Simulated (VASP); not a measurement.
Band structure of As (a7). Level of theory: PBE GGA with D3 dispersion (zero damping), VASP's PBE PAW potentials (set 64) (plane waves; VASP 6.6.1).

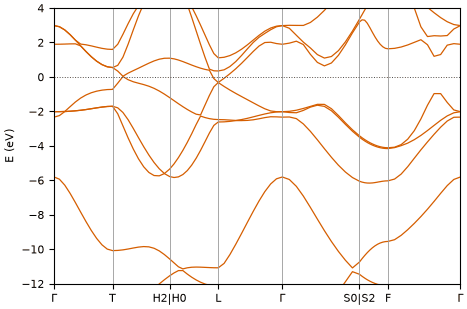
Bands along high-symmetry lines, zero at the valence-band maximum or, without a gap, the Fermi level

Question: Read the plot: is there a gap, and where are the band edges?

Answer: It has no gap at this level: it comes out as a metal or semimetal. (Edges off the drawn lines would not show.)

The compound is As in the a7 structure. It was relaxed first.
